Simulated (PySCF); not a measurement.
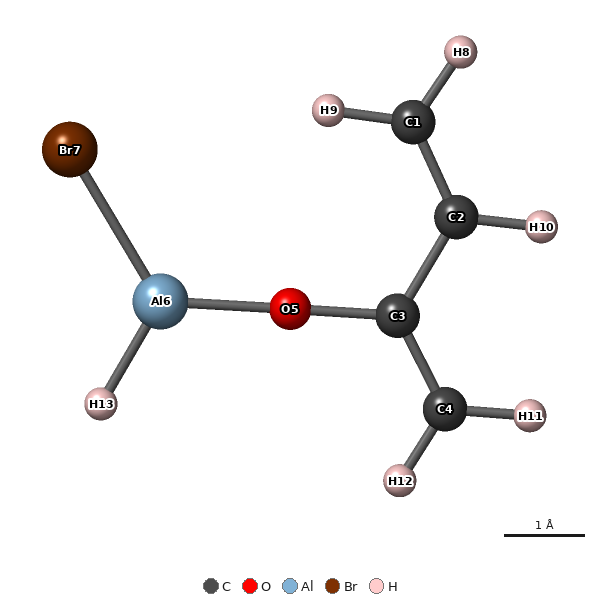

The structure as given in the input (ball-and-stick view, seen on its broad side; atoms are numbered from 1 in the order of the input). Sticks mark near contacts. Bond lengths as drawn: Al–Br 2.25 Å, Al–H 1.51 Å, Al–O 1.64 Å, C–C 1.33 to 1.46 Å, C–H 1.07 to 1.08 Å and C–O 1.36 Å.

**C₄H₆AlBrO: excited-state calculation**

- system: C₄H₆AlBrO, SMILES C=CC(=C)[O][AlH][Br]
- method: TDDFT CAM-B3LYP/def2-SVPD, vertical, gas phase, core orbitals frozen in the response (PySCF 2.14.0)

The geometry comes from this level: GFN2-xTB. It belongs to a series of runs on one base structure; here: H on C replaced by vinyl.

### Input
```
{"job": {"kind": "uv", "xc": "CAM-B3LYP", "basis": "def2-SVPD", "nstates": 8, "ntriplets": 3}, "charge": 0, "multiplicity": 1}
C     -1.015088     1.758087     0.107504
C     -1.335694     0.535046    -0.294891
C     -0.433286    -0.612340    -0.290534
C     -0.806909    -1.822180    -0.705388
O      0.830191    -0.401758     0.161446
Al     2.358778    -0.157494     0.710096
Br     3.128588     1.826718     1.433751
H     -1.725104     2.565956     0.081256
H     -0.030763     2.002364     0.479545
H     -2.327181     0.314489    -0.662902
H     -1.802496    -2.003475    -1.064016
H     -0.121027    -2.650624    -0.691352
H      3.275602    -1.354303     0.717760
```

The first line tells a small driver script what to run in PySCF; the rest is the geometry in Å.

Run on 1 CPU thread, shared host.

Command:
```bash
OMP_NUM_THREADS=1 python <driver script> task.json out
```

### Log
```
coarse grid: 54416 points
cycle   1  E = -3047.2789220032  dE = -1.325e-01  |g| = 7.146e-01  |ddm| = 8.333e+00
cycle   2  E = -3047.2264255742  dE =  5.250e-02  |g| = 9.306e-01  |ddm| = 3.334e+00
cycle   3  E = -3047.3835046814  dE = -1.571e-01  |g| = 1.005e-01  |ddm| = 1.277e+00
cycle   4  E = -3047.3853955929  dE = -1.891e-03  |g| = 4.306e-02  |ddm| = 2.508e-01
cycle   5  E = -3047.3858452925  dE = -4.497e-04  |g| = 1.220e-02  |ddm| = 9.412e-02
cycle   6  E = -3047.3858793573  dE = -3.406e-05  |g| = 3.086e-03  |ddm| = 3.635e-02
cycle   7  E = -3047.3858819683  dE = -2.611e-06  |g| = 6.734e-04  |ddm| = 7.461e-03
final grid: 113240 points
cycle   8  E = -3047.3858254152  dE = -9.602e-08  |g| = 6.252e-04  |ddm| = 8.135e-03
cycle   9  E = -3047.3858253743  dE =  4.088e-08  |g| = 7.596e-04  |ddm| = 2.474e-03
cycle  10  E = -3047.3858255071  dE = -1.328e-07  |g| = 6.957e-05  |ddm| = 1.344e-03
cycle  11  E = -3047.3858255081  dE = -9.895e-10  |g| = 2.351e-05  |ddm| = 1.422e-04
```

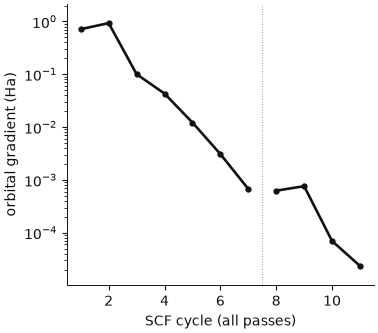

Convergence of the self-consistent field: orbital gradient against the SCF cycle. The dotted line marks the change from a coarse to the final integration grid. The first 7 cycles use a coarse grid, the final grid takes over at cycle 8, and the field converges after 11 cycles in all.

```
converged SCF energy = -3047.3858255081

Static polarisability (au): isotropic 100.404, principal 68.136 97.943 135.133

Singlet excitations
state   eV       nm        f      main configurations
  1   5.3639    231.1   0.27433   H->L 0.97
  2   5.8049    213.6   0.00022   H->L+1 0.87, H->L+4 0.09
  3   5.9627    207.9   0.29626   H->L+2 0.97
  4   6.4337    192.7   0.00498   H-3->L 0.59, H-1->L 0.28
  5   6.4866    191.1   0.00004   H-1->L 0.53, H-3->L 0.33, H-1->L+2 0.08
  6   6.6529    186.4   0.00425   H->L+3 0.61, H->L+4 0.15, H->L+5 0.10
  7   6.8174    181.9   0.02846   H-2->L 0.84
  8   7.0307    176.3   0.09915   H-1->L+1 0.71, H-4->L 0.09

Triplet excitations (Tamm-Dancoff, eV): 3.2014 4.7811 5.5988
```

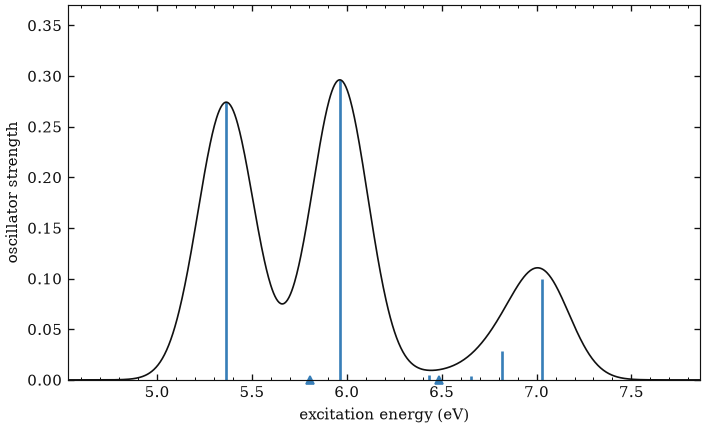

Computed excitations as sticks (degenerate states added up, dark ones marked on the axis), with a Gaussian envelope of 0.35 eV full width at half maximum, scaled to the tallest. Of the 8 states the lowest lies at 5.36 eV (f = 0.274); the strongest line is at 5.96 eV, or 208 nm (f = 0.296).

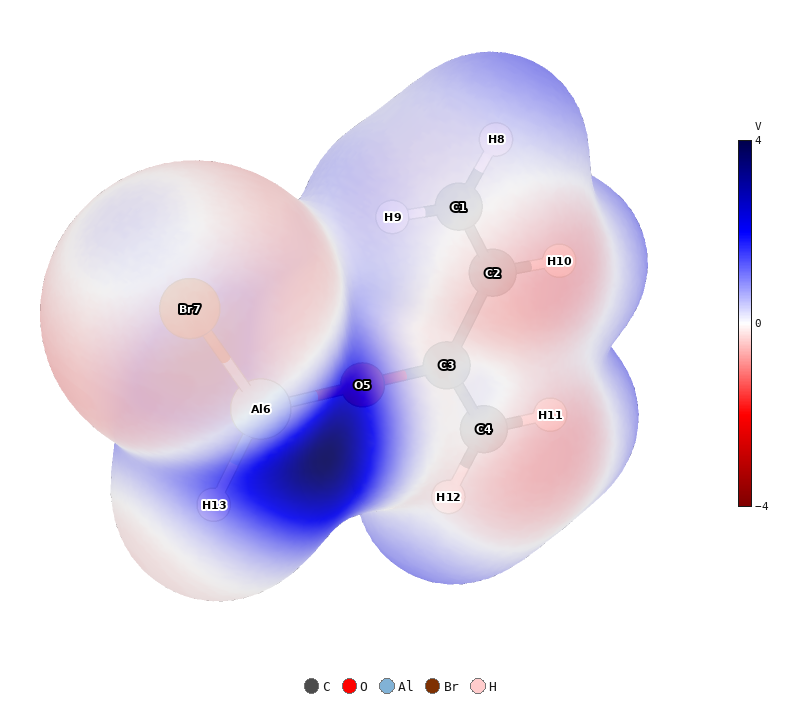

The electrostatic potential painted on the density surface at 0.002 e/bohr³, seen at a tilt; the colour scale runs from red (negative) to blue (positive). Its dipole moment is 1.18 D.

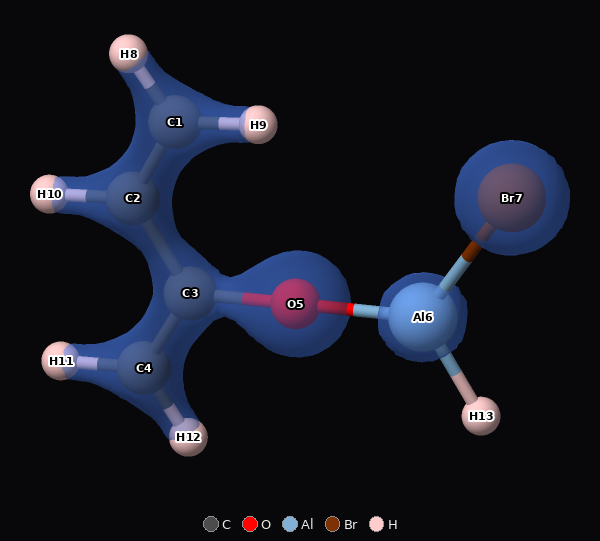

Isosurface of the electron density at 1.5 e/Å³ (blue), seen at an oblique angle. At this value the surface falls into four separate pieces. It is pinched off along the Al–O (1.64 Å) and Al–Br (2.25 Å) contacts. On the grid the lowest density along these lines, outside the cores, is 2.3 e/Å³ (C–C, 1.33 Å), 1.9 e/Å³ (C–O, 1.36 Å), 0.74 e/Å³ (Al–O, 1.64 Å) and 0.45 e/Å³ (Al–Br, 2.25 Å).

### Results in brief

```csv
quantity,value
outcome,converged
total energy,−3047.385826 hartree
HOMO,−7.99 eV
LUMO,−0.29 eV
dipole moment,1.18 D
mean polarisability,100.40 a.u.
lowest singlet excitation,5.36 eV
wall time,1.8 min
peak memory,1.1 GiB
```

Spin–orbit coupling is left out, which matters for the heavy atoms.
